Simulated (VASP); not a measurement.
Band structure of NiAl (CsCl type). Computed with PBE GGA with D3 dispersion (zero damping), VASP's PBE PAW potentials (set 64) (plane waves; VASP).

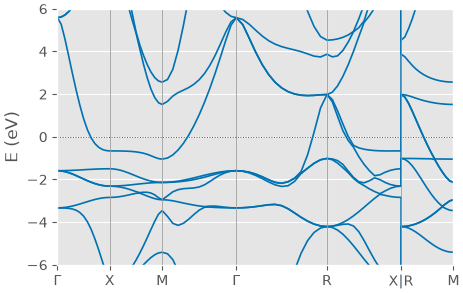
Figure: Bands along high-symmetry lines, zero at the valence-band maximum or, without a gap, the Fermi level

**Question.** Read the plot: is there a gap, and where are the band edges?

**Answer.** It has no gap at this level: it comes out as a metal or semimetal. (Edges off the drawn lines would not show.)

The compound is NiAl in the CsCl type structure. It was relaxed first. The run is not spin-polarised, so no magnetic state was tried. The electron count is odd and the run is not spin-polarised, which forces a metal.
